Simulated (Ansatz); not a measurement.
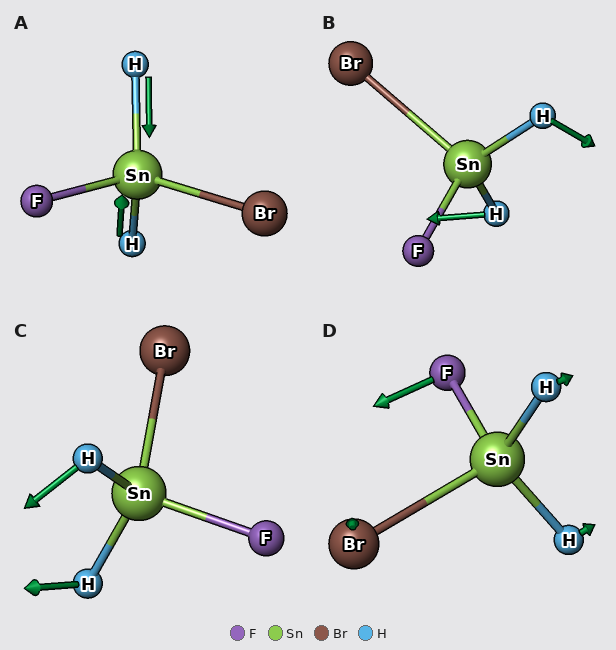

4 normal modes of one molecule or complex, as arrows. Harmonic vibrations computed with RKS PBE0-D4/def2-TZVP, core potentials on Sn (Ansatz 0.2.0) at a stationary point of the same level.

### Match the panels to the wavenumbers 131 cm⁻¹, 426 cm⁻¹, 667 cm⁻¹, 1985 cm⁻¹.

A: 1985 cm⁻¹, in-phase stretching of 2 Sn–H bonds
B: 426 cm⁻¹, Br–Sn–H bending
C: 667 cm⁻¹, H–Sn–H bending
D: 131 cm⁻¹, Br–Sn–F bending
